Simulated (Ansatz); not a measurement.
The calculation's input:

```
crystal:
  periodic: [false, false, false]
  atoms:
    - { symbol: C, position_ang: [-0.69933, 0.25609, -1.01139] }
    - { symbol: C, position_ang: [-0.01438, -0.3137, 0.19511] }
    - { symbol: "N", position_ang: [-0.27213, -1.49616, 0.55373] }
    - { symbol: "N", position_ang: [0.82369, 0.55884, 0.84227] }
    - { symbol: H, position_ang: [-1.36393, -0.49299, -1.42803] }
    - { symbol: H, position_ang: [-1.27496, 1.13648, -0.73091] }
    - { symbol: H, position_ang: [0.03561, 0.54496, -1.76153] }
    - { symbol: H, position_ang: [-0.94495, -1.98314, -0.0342] }
    - { symbol: H, position_ang: [1.42611, 0.20747, 1.56805] }
    - { symbol: H, position_ang: [1.11282, 1.40738, 0.38866] }
basis:
  gaussian: { orbitals: def2-SVP }
hamiltonian:
  xc: pbe0
  dispersion: d4
relax:
  f_tol: 0.015
  max_steps: 40
output:
  orbitals: {}
```

Launched as:

```sh
ansatz run input.yaml --threads 1 --pin off --max-ram 2048MiB --backend cpu --events-out ev --progress --plain --runs-dir out
```

The fields are those of the relaxed geometry.

These are results of RKS PBE0-D4/def2-SVP in Ansatz 0.2.0, not measurements.

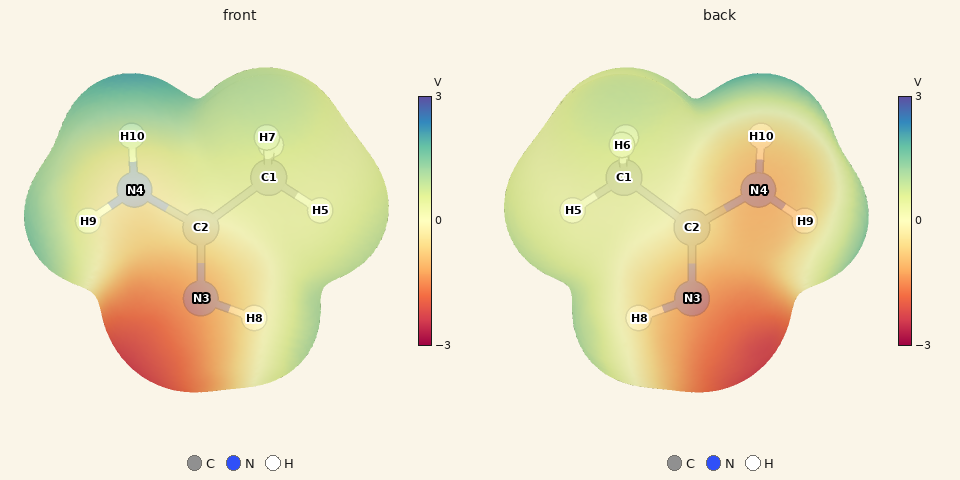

C2H6N2 (SMILES CC(=N)N). The molecular electrostatic potential painted on the density surface at 0.002 e/bohr³, seen from the front and from behind; red is negative and blue positive.

Question: Where is the surface potential most negative and most positive?

Answer: The most negative region (about −2.3 V) lies over N3, the most positive (about +2.0 V) over H10. N3 is the likeliest acceptor of a hydrogen bond.
